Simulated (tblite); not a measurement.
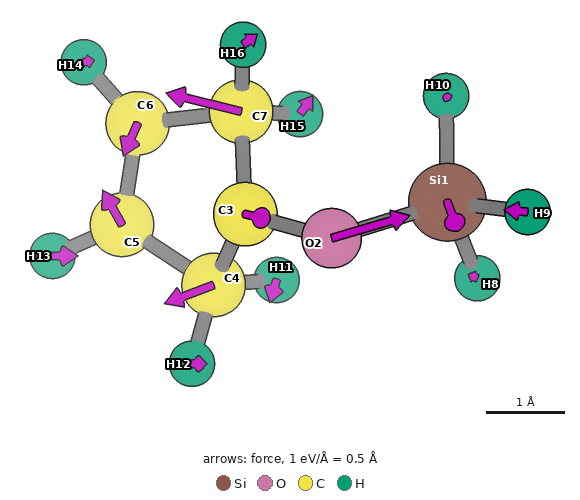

Starting geometry of C5H9OSi (multiplicity 2) with the computed forces as purple arrows. A ball-and-stick model, seen from a free direction.

Method: tblite, GFN2-xTB geometry optimisation, gas phase. 

Is this structure relaxed? If not, where do the atoms go?

It isn't relaxed: the largest force vector, on O2, is 2.16 eV/Å. The final displacements have little in common with the starting forces (cosine between the two patterns 0.23). The energy falls by 1.107 eV in 159 geometry steps. The atom that moves furthest after the best rigid fit is H8 (1.60 Å). By element the largest moves are H 1.60 Å, O 0.83 Å, C 0.55 Å, Si 0.39 Å. Some distances before and after: Si1–O2 1.714 → 1.623 Å, Si1–H9 1.485 → 1.453 Å, C5–H13 1.097 → 1.076 Å, C5–C6 1.342 → 1.324 Å. Bond angles that change, for instance: Si1–O2–C3 116.7° → 135.6°, C4–C3–C7 99.2° → 111.2°, H15–C7–H16 116.3° → 106.3°. Cost: 1 s on 1 thread of Arm Neoverse V1 (shared host).
